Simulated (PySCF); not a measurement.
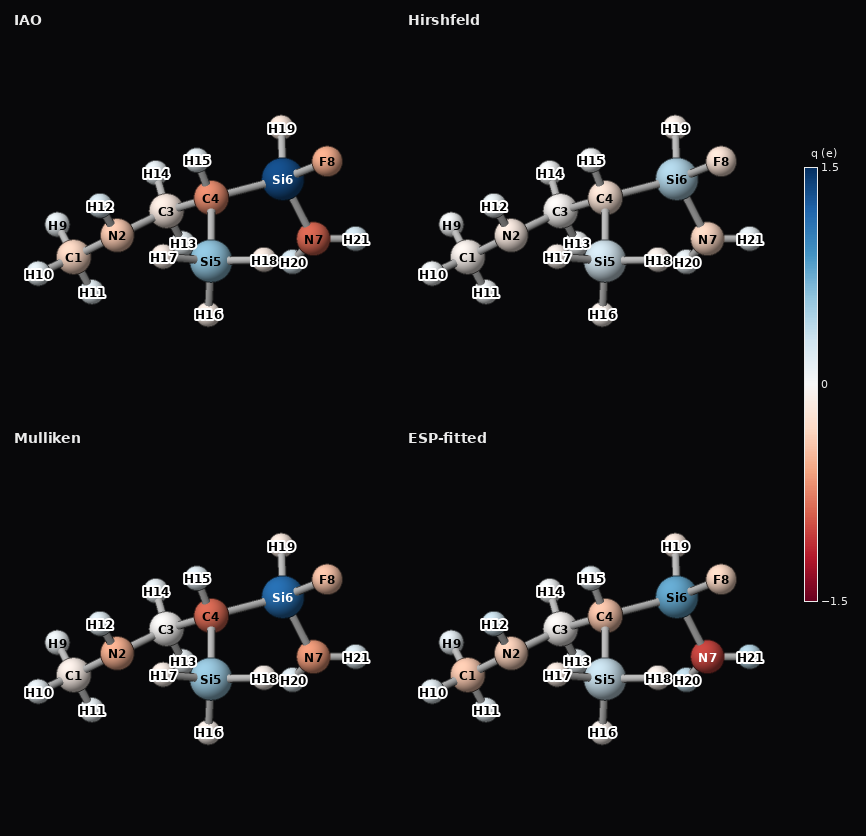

Atomic charges of one calculation by 4 schemes, on one colour scale. The geometry was computed by an optimisation with GFN2-xTB. No frequency run is at hand to confirm it as a minimum. Computed with PBE0/pcSseg-1 (PySCF 2.14.0).

> Which scheme gives the most polar picture (largest mean size of the charges)?

The IAO charges are the largest in size here, and the Hirshfeld charges the smallest.

> On which atom do the schemes disagree most?

On Si6 (from 0.45 to 1.32 e).

List the charges (e), one line for each set of equivalent atoms.

| atom | IAO | Hirshfeld | Mulliken | ESP-fitted |
| --- | --- | --- | --- | --- |
| C1 | −0.31 | −0.07 | −0.10 | −0.40 |
| N2 | −0.39 | −0.13 | −0.53 | −0.35 |
| C3 | −0.13 | −0.03 | −0.01 | −0.03 |
| C4 | −0.69 | −0.21 | −0.85 | −0.41 |
| Si5 | 0.61 | 0.28 | 0.56 | 0.33 |
| Si6 | 1.32 | 0.45 | 1.14 | 0.76 |
| N7 | −0.86 | −0.31 | −0.64 | −1.00 |
| F8 | −0.54 | −0.21 | −0.43 | −0.30 |
| H9 | 0.11 | 0.03 | 0.09 | 0.12 |
| H10 | 0.15 | 0.05 | 0.12 | 0.15 |
| H11 | 0.14 | 0.04 | 0.11 | 0.15 |
| H12 | 0.24 | 0.11 | 0.18 | 0.31 |
| H13 | 0.12 | 0.04 | 0.11 | 0.13 |
| H14 | 0.11 | 0.03 | 0.11 | 0.05 |
| H15 | 0.15 | 0.04 | 0.17 | 0.15 |
| H16 | −0.12 | −0.08 | −0.09 | −0.08 |
| H17 | −0.12 | −0.09 | −0.10 | −0.13 |
| H18 | −0.13 | −0.09 | −0.09 | −0.09 |
| H19 | −0.18 | −0.10 | −0.15 | −0.16 |
| H20 | 0.27 | 0.12 | 0.19 | 0.37 |
| H21 | 0.27 | 0.12 | 0.20 | 0.41 |

The geometry is semi-empirical. Around Si such bond lengths and angles can be off by a tenth of an ångström or more and by several degrees, and values that hang on the shape move with them.
